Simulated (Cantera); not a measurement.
Feed: 1 mol C₂H₆, 0.13 mol CO₂, held at 2098.15 K.

Cantera equilibrium calculation (NASA polynomials, part measured and part estimated; ideal gas, pure solids and liquids). Candidate condensed phases: C, C₆H₆, C₇H₈, C₈H₁₈, H₂O; 110 gas species. The ideal-gas law is rough above about 30 bar. Equilibrium is a limit: real reactors are often held back by kinetics, nucleation or transport.

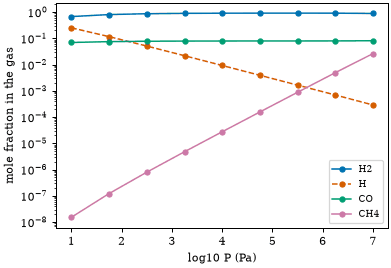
Figure: Equilibrium gas composition (values under 1e-9 drawn at 1e-9)

Q: Read off the mole fractions at 3.20 mbar.

A: H₂ about 0.87, CO about 0.078, H about 0.051, CH₄ about 8.0e-7.
